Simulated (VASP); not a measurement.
## TiO2 (Rutile): what each functional gives, and what it costs

Which functional reproduces the measured band gap of TiO2 (Rutile), and what does it cost? The levels: LDA, PBE, r2SCAN, TB-mBJ, AM05, TPSS and HSE06. The start is a cell from a database of measured crystal structures.

Program: VASP 6.6.1. Level of theory: LDA; plane waves and PAW (Ti_sv, O), in the first sound run; inputs show where later runs differ. Results are calculated unless marked as measured.

**Measured values to reproduce.**

“Polaron-induced phonon localization and stiffening in rutile TiO2” (2016, arxiv:1612.05679) quotes from earlier work for TiO2, rutile (bulk crystal): band gap (experimental band gap, quoted) 3.03 eV [literature value quoted in passing in the theory discussion; measurement method and …].

## Step 1: Starting point

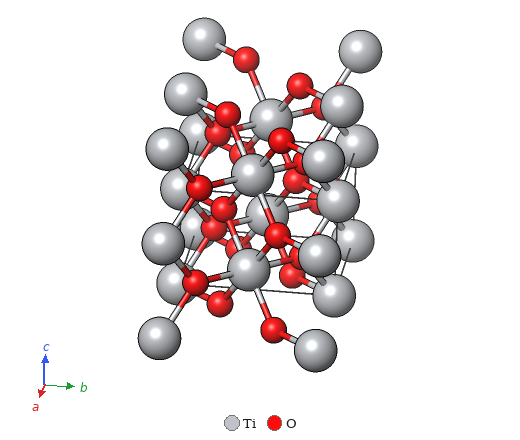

The cell as given, slightly off an axis (titanium light grey, oxygen red). 2×1×2 cells are drawn. Some periodic images of atoms are drawn too.

## Step 2: Bands with LDA

Levels along the symmetry lines show where the bands peak and cross; KPOINTS_OPT computes them in the converged potential. LDA, the lowest rung, knows the local density alone.

Contents of INCAR:

```
SYSTEM = TiO2
PREC = Accurate
ENCUT = 520
EDIFF = 1E-06
NELM = 100
ISMEAR = 0
SIGMA = 0.02
LREAL = .FALSE.
ALGO = Normal
GGA = CA
NBANDS = 40
LASPH = .TRUE.
LORBIT = 11
LWAVE = .FALSE.
LCHARG = .FALSE.
KPAR = 4
NCORE = 2
```

Contents of POSCAR:

```
TiO2
1.0
    4.5922000000      0.0000000000      0.0000000000
    0.0000000000      4.5922000000      0.0000000000
    0.0000000000      0.0000000000      2.9574000000
Ti O
2 4
Direct
    0.0000000000      0.0000000000      0.0000000000
    0.5000000000      0.5000000000      0.5000000000
    0.3049600000      0.3049600000      0.0000000000
    0.1950400000      0.8049600000      0.5000000000
    0.6950400000      0.6950400000      0.0000000000
    0.8049600000      0.1950400000      0.5000000000
```

Contents of KPOINTS:

```
Automatic mesh
0
Gamma
3 3 5
0 0 0
```

Contents of KPOINTS_OPT:

```
Line mode
16
Line-mode
Reciprocal
  0.00000000   0.00000000   0.00000000 GAMMA
  0.00000000   0.50000000   0.00000000 X

  0.00000000   0.50000000   0.00000000 X
  0.50000000   0.50000000   0.00000000 M

  0.50000000   0.50000000   0.00000000 M
  0.00000000   0.00000000   0.00000000 GAMMA

  0.00000000   0.00000000   0.00000000 GAMMA
  0.00000000   0.00000000   0.50000000 Z

  0.00000000   0.00000000   0.50000000 Z
  0.00000000   0.50000000   0.50000000 R

  0.00000000   0.50000000   0.50000000 R
  0.50000000   0.50000000   0.50000000 A

  0.50000000   0.50000000   0.50000000 A
  0.00000000   0.00000000   0.50000000 Z

  0.00000000   0.50000000   0.00000000 X
  0.00000000   0.50000000   0.50000000 R

  0.50000000   0.50000000   0.00000000 M
  0.50000000   0.50000000   0.50000000 A
```

Potentials, in the order of the species: Ti_sv and O (PBE family, release 64).

The run is started by

```bash
mpirun -np 8 vasp_std
```

What it wrote:

```text
[banner, memory and clock lines left out]
running    8 mpi-ranks, on    1 nodes
 distrk:  each k-point on    2 cores,    4 groups
 distr:  one band on    2 cores,    1 groups

 POSCAR found type information on POSCAR TiO
 POSCAR found :  2 types and       6 ions
|                                                                             |
|               ----> ADVICE to this user running VASP <----                  |
|                                                                             |
|     You enforced a specific xc type in the INCAR file but a different       |
|     [... a line on the potential file left out ...]
|     I HOPE YOU KNOW WHAT YOU ARE DOING!                                     |
|                                                                             |

 LDA part: xc-table for (Slater(with rela. corr.)+CA(PZ))
 , standard interpolation
 POSCAR, INCAR and KPOINTS ok, starting setup
 FFT: planning ... GRIDC
 FFT: planning ... GRID_SOFT
 FFT: planning ... GRID
 WAVECAR not read
 entering main loop
       N       E                     dE             d eps       ncg     rms          rms(c)
DAV:   1     0.625374221602E+03    0.62537E+03   -0.23120E+04   720   0.142E+03
DAV:   2     0.821659254827E+01   -0.61716E+03   -0.56042E+03   720   0.444E+02
DAV:   3    -0.705510644117E+02   -0.78768E+02   -0.76930E+02   920   0.157E+02
DAV:   4    -0.754183020851E+02   -0.48672E+01   -0.48420E+01  1064   0.336E+01
DAV:   5    -0.755861627780E+02   -0.16786E+00   -0.16785E+00   896   0.481E+00    0.316E+01
DAV:   6    -0.599378062738E+02    0.15648E+02   -0.36973E+01   960   0.725E+01    0.120E+01
DAV:   7    -0.592757234561E+02    0.66208E+00   -0.70424E+00   872   0.268E+01    0.986E+00
DAV:   8    -0.589405503837E+02    0.33517E+00   -0.53849E-01   864   0.762E+00    0.485E+00
DAV:   9    -0.590173668038E+02   -0.76816E-01   -0.39268E-01  1104   0.719E+00    0.329E+00
DAV:  10    -0.589398340344E+02    0.77533E-01   -0.10798E-01   936   0.345E+00    0.218E+00
DAV:  11    -0.588999146057E+02    0.39919E-01   -0.68657E-02   816   0.344E+00    0.306E-01
DAV:  12    -0.588993836159E+02    0.53099E-03   -0.77825E-03   896   0.683E-01    0.204E-01
DAV:  13    -0.588992161592E+02    0.16746E-03   -0.52349E-04   896   0.189E-01    0.144E-01
DAV:  14    -0.588989767253E+02    0.23943E-03   -0.48168E-04   960   0.128E-01    0.473E-02
DAV:  15    -0.588989844521E+02   -0.77268E-05   -0.47203E-05   792   0.421E-02    0.418E-02
DAV:  16    -0.588989663759E+02    0.18076E-04   -0.16946E-05  1000   0.512E-02    0.134E-02
DAV:  17    -0.588989661908E+02    0.18514E-06   -0.30276E-06   824   0.120E-02
   1 F= -.58898966E+02 E0= -.58898966E+02  d E =-.940437E-38
 Start KPOINTS_OPT (optional k-point list driver)
k-point batch [1-9\144]
       N       E                     dE             ncg
DAV:   1     0.318591464977E+03   -0.13643E+04      728
DAV:   2    -0.475041283332E+04   -0.50690E+04      768
DAV:   3    -0.537564551095E+04   -0.62523E+03      936
DAV:   4    -0.541459791764E+04   -0.38952E+02     1048
DAV:   5    -0.541579722455E+04   -0.11993E+01      840
DAV:   6    -0.541582411752E+04   -0.26893E-01      952
DAV:   7    -0.541582468361E+04   -0.56609E-03      864
DAV:   8    -0.541582468854E+04   -0.49287E-05      872
DAV:   9    -0.541582468859E+04   -0.46025E-07      504
[...]
k-point batch [136-144\144]
       N       E                     dE             ncg
DAV:   1     0.268528282382E+03   -0.16435E+05      720
DAV:   2    -0.478940525185E+04   -0.50579E+04      744
DAV:   3    -0.540587592212E+04   -0.61647E+03      976
DAV:   4    -0.544834324420E+04   -0.42467E+02     1008
DAV:   5    -0.544971537529E+04   -0.13721E+01      928
DAV:   6    -0.544973202285E+04   -0.16648E-01      928
DAV:   7    -0.544973221933E+04   -0.19648E-03      888
DAV:   8    -0.544973222270E+04   -0.33717E-05      752
DAV:   9    -0.544973222276E+04   -0.58937E-07      520
```

The job ended after 65 s (8 MPI ranks of AMD EPYC 7R43, shared host; peak memory 1 GiB; 6.8 min of CPU time).

The logs omit lines about the potential files and the build; timing stands in the text.

OUTCAR, selected parts (step 2):

```text
ion  position               nearest neighbor table
   1  0.000  0.000  0.000-   4 1.95   6 1.95   4 1.95   6 1.95   5 1.98   3 1.98
   2  0.500  0.500  0.500-   3 1.95   5 1.95   3 1.95   5 1.95   4 1.98   6 1.98
   3  0.305  0.305  0.000-   2 1.95   2 1.95   1 1.98
   4  0.195  0.805  0.500-   1 1.95   1 1.95   2 1.98
   5  0.695  0.695  0.000-   2 1.95   2 1.95   1 1.98
   6  0.805  0.195  0.500-   1 1.95   1 1.95   2 1.98

  LATTYP: Found a simple tetragonal cell.
 ALAT       =     4.5922000000
 C/A-ratio  =     0.6440050520

 Subroutine GETGRP returns: Found 16 space group operations
 (whereof  8 operations were pure point group operations)

The static configuration has the point symmetry D_2h.
 The point group associated with its full space group is D_4h.

 Found      9 irreducible k-points:

   k-points           NKPTS =      9   k-points in BZ     NKDIM =      9   number of bands    NBANDS=     40

   dimension x,y,z NGX =    36 NGY =   36 NGZ =   24
   dimension x,y,z NGXF=    72 NGYF=   72 NGZF=   48

   ENCUT  =  520.0 eV  38.22 Ry    6.18 a.u.   8.54  8.54  5.50*2*pi/ulx,y,z

   NELECT =      48.0000    total number of electrons

 k-points in reciprocal lattice and weights: Automatic mesh
   0.00000000  0.00000000  0.00000000       0.022
   0.33333333  0.00000000  0.00000000       0.089
   0.33333333  0.33333333  0.00000000       0.089
   0.00000000  0.00000000  0.20000000       0.044
   0.33333333  0.00000000  0.20000000       0.178
   0.33333333  0.33333333  0.20000000       0.178
   0.00000000  0.00000000  0.40000000       0.044
   0.33333333  0.00000000  0.40000000       0.178
   0.33333333  0.33333333  0.40000000       0.178

 average (electrostatic) potential at core
       1 -75.8610       2 -75.8610       3 -69.2296       4 -69.2296       5 -69.2296
       6 -69.2296

 E-fermi :   4.6750

 k-point     1 :       0.0000    0.0000    0.0000
  band No.  band energies     occupation
    ...
     20       2.4984      2.00000
     21       3.7955      2.00000
     22       4.0471      2.00000
     23       4.0471      2.00000
     24       4.4969      2.00000
     25       6.2723      0.00000
     26       6.5693      0.00000
     27       6.8221      0.00000
     28       6.9119      0.00000
     29       6.9119      0.00000
    ...

 k-point     2 :       0.3333    0.0000    0.0000
  band No.  band energies     occupation
    ...
     20       2.4664      2.00000
     21       2.5973      2.00000
     22       3.2157      2.00000
     23       3.5959      2.00000
     24       4.0894      2.00000
     25       6.7290      0.00000
     26       6.9824      0.00000
     27       7.2743      0.00000
     28       7.3513      0.00000
     29       7.4826      0.00000
    ...

 k-point     3 :       0.3333    0.3333    0.0000
  band No.  band energies     occupation
    ...
     20       2.6627      2.00000
     21       2.8528      2.00000
     22       2.9676      2.00000
     23       3.2484      2.00000
     24       3.8015      2.00000
     25       6.3385      0.00000
     26       6.8333      0.00000
     27       6.9285      0.00000
     28       7.3199      0.00000
     29       7.9442      0.00000
    ...

  Total       -2.3018383     -2.3018383     -3.2685036     -0.0000000      0.0000000      0.0000000
  in kB      -59.1335210    -59.1335210    -83.9668550     -0.0000000      0.0000000      0.0000000
  external PRESSURE =     -67.4112990 kB  Pullay stress =       0.0000000 kB

  energy-cutoff  :      520.00
  volume of cell :       62.37
      direct lattice vectors                 reciprocal lattice vectors
     4.592200000  0.000000000  0.000000000     0.217760550  0.000000000  0.000000000
     0.000000000  4.592200000  0.000000000     0.000000000  0.217760550  0.000000000
     0.000000000  0.000000000  2.957400000     0.000000000  0.000000000  0.338134848

 POSITION                                       TOTAL-FORCE (eV/Angst)
 -----------------------------------------------------------------------------------
      0.00000      0.00000      0.00000         0.000000      0.000000      0.000000
      2.29610      2.29610      1.47870         0.000000      0.000000      0.000000
      1.40044      1.40044      0.00000        -0.004266     -0.004266     -0.000000
      0.89566      3.69654      1.47870         0.004266     -0.004266      0.000000
      3.19176      3.19176      0.00000         0.004266      0.004266      0.000000
      3.69654      0.89566      1.47870        -0.004266      0.004266      0.000000
 -----------------------------------------------------------------------------------
    total drift:                                0.000000      0.000000     -0.000000

  FREE ENERGIE OF THE ION-ELECTRON SYSTEM (eV)
  ---------------------------------------------------
  free  energy   TOTEN  =       -58.8989661908 eV

  energy  without entropy=      -58.8989661908  energy(sigma->0) =      -58.89896619

 total charge
# of ion       s       p       d       tot
------------------------------------------
    1        2.226   6.310   1.747  10.282
    2        2.226   6.310   1.747  10.282
    3        1.559   3.474   0.000   5.033
    4        1.559   3.474   0.000   5.033
    5        1.559   3.474   0.000   5.033
    6        1.559   3.474   0.000   5.033
--------------------------------------------------
tot         10.688  26.514   3.494  40.696

[... 3 further parts left out ...]
```

The PAW data sets were made with PBE, though LDA sets exist; this is a small mismatch. At this level the cell is under a tension of 6.7 GPa, so at these settings it is away from equilibrium.

Numbers from this step:

| Item | Value |
| --- | --- |
| SCF cycles | 17 |
| electrons | 48 |
| bands | 40 |
| irreducible k-points | 9 |
| symmetry operations | 16 |
| free energy (TOTEN) | -58.8990 eV |
| Fermi energy | 4.675 eV |
| pressure | -6.741 GPa |
| metallic | no |
| least gap on mesh and path | 1.775 eV |
| least direct gap on mesh and path | 1.775 eV |
| valence top at k | 0, 0, 0 |
| conduction bottom at k | 0, 0, 0 |
| least direct gap at k | 0, 0, 0 |

Electronic bands along the path, in eV, zero at the valence-band top; v1 is the highest filled band, c1 the lowest empty one:

```csv
point,v4,v3,v2,v1,c1,c2,c3,c4
Γ,-0.70,-0.45,-0.45,0.00,1.77,2.07,2.32,2.41
X,-1.66,-1.66,-0.76,-0.76,2.46,2.46,2.95,2.95
M,-1.31,-1.31,-1.07,-1.07,1.82,1.82,2.44,2.44
Γ,-0.70,-0.45,-0.45,0.00,1.77,2.07,2.32,2.41
Z,-2.44,-2.44,-1.44,-1.44,2.91,2.91,3.09,3.09
R,-2.08,-2.08,-1.05,-1.05,1.80,1.80,3.11,3.11
A,-1.31,-1.31,-0.68,-0.68,2.51,2.51,3.13,3.13
Z,-2.44,-2.44,-1.44,-1.44,2.91,2.91,3.09,3.09
jump to X,-1.66,-1.66,-0.76,-0.76,2.46,2.46,2.95,2.95
R,-2.08,-2.08,-1.05,-1.05,1.80,1.80,3.11,3.11
jump to M,-1.31,-1.31,-1.07,-1.07,1.82,1.82,2.44,2.44
A,-1.31,-1.31,-0.68,-0.68,2.51,2.51,3.13,3.13
```

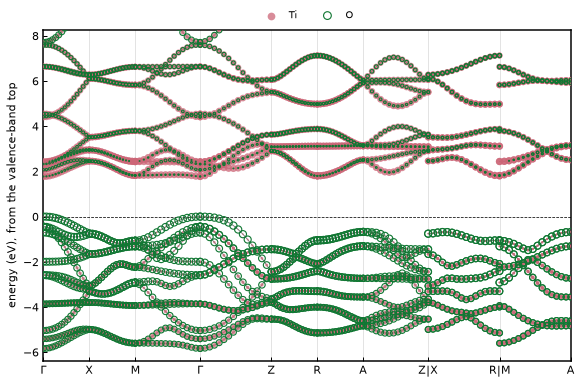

Electronic bands along the path; dots are coloured as in the legend, and their area grows with the weight.

The gap is 1.77 eV, direct at Γ. The gap lies -1.26 eV from the measured 3.03 eV.

(Part 1 of 5 ends here.)

[Lines on the potential files, build, host, timing and source positions are cut from VASP's logs without a mark.]

[Logs are printed without paths, hosts, clocks, repeated set-up lines and the standing remarks that a program may print on its own settings, such as how far it seeks lower states.]

[Hosts, paths, dates, database ids (printed as entryN), source tags and the programs' standing remarks are cut or masked in the printed files.]

[A measured line is paired with the nearest computed mode of its activity, which favours agreement.]
